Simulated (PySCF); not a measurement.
# C5H5NOSi (SMILES N[SiH2]C#CC#CC=O): what the fields show

| atom | x (Å) | y (Å) | z (Å) |
| --- | --- | --- | --- |
| N | -2.7609 | -0.7817 | 2.2188 |
| Si | -2.5559 | 0.2771 | 0.8797 |
| C | -0.8416 | 0.2720 | 0.1508 |
| C | 0.2886 | 0.2418 | -0.2963 |
| C | 1.5439 | 0.2092 | -0.7965 |
| C | 2.6708 | 0.1862 | -1.2523 |
| C | 3.9841 | 0.1638 | -1.7858 |
| O | 4.9006 | -0.5071 | -1.3835 |
| H | -2.3234 | -0.5643 | 3.0995 |
| H | -2.7591 | -1.7781 | 2.0726 |
| H | -2.7953 | 1.6293 | 1.3797 |
| H | -3.4553 | -0.2000 | -0.1687 |
| H | 4.0992 | 0.8524 | -2.6501 |

Geometry: GFN2-xTB.

Theory: CAM-B3LYP/def2-SVPD, SCF density, gas phase in PySCF 2.14.0.

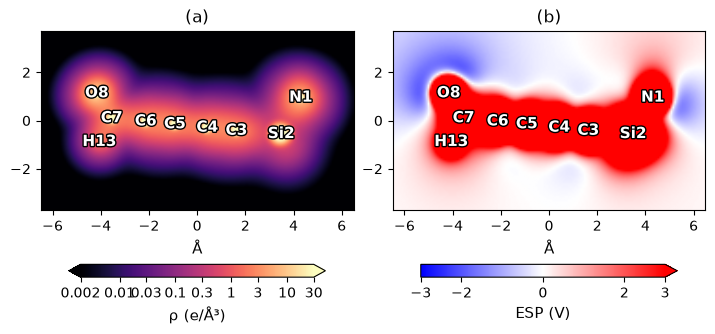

Figure 1. (a) total electron density; (b) molecular electrostatic potential on the plane of atoms N1, Si2 and C3.

**Interpret the plot.**

Atoms in the plane: N, Si, C, O and H.
C–O (1.20 Å): the density is about 3.4 e/Å³ at the midpoint.
C–C (1.22 Å): ρ at the midpoint is about 2.7 e/Å³.
Si–N (1.72 Å): the density is about 1.1 e/Å³ at the midpoint.
C–Si (1.86 Å): ρ at the midpoint is about 0.92 e/Å³.
C–C (1.35 Å): the density is about 2.1 e/Å³ at the midpoint.
Outside the dense part of the molecule the potential is most negative (−1.9 V) near O8.

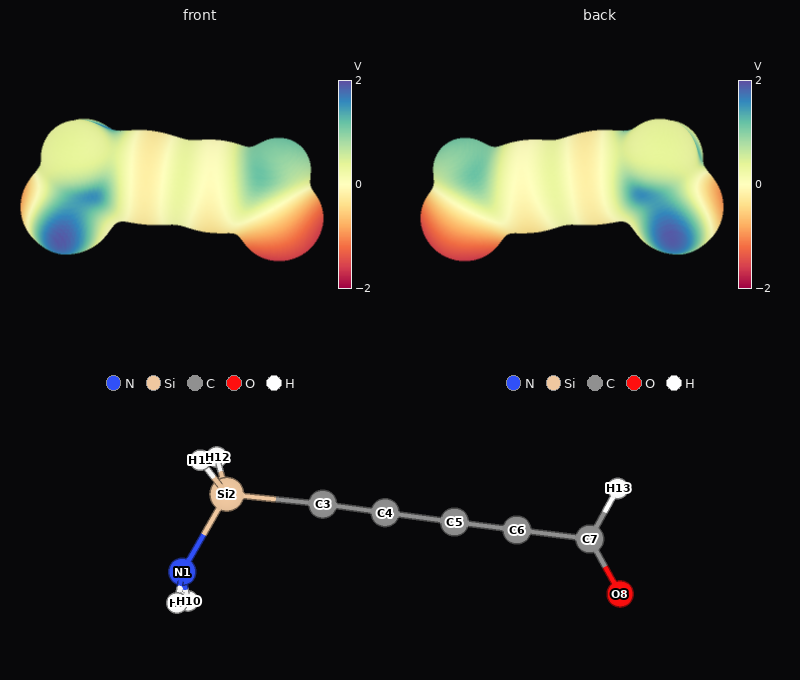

Figure 2. The molecular electrostatic potential painted on the density surface at 0.002 e/bohr³, seen from the front and from behind; the colour scale runs from red (negative) to blue (positive). The bare structure is drawn below in the same view.

**Where is the surface potential most negative and most positive?**

The most negative region (about −1.6 V) lies over O8, the most positive (about +1.9 V) over H9 and H10. O8 is the likeliest acceptor of a hydrogen bond.

**What dipole moment does the calculation give?**

Its dipole moment is 3.14 D.
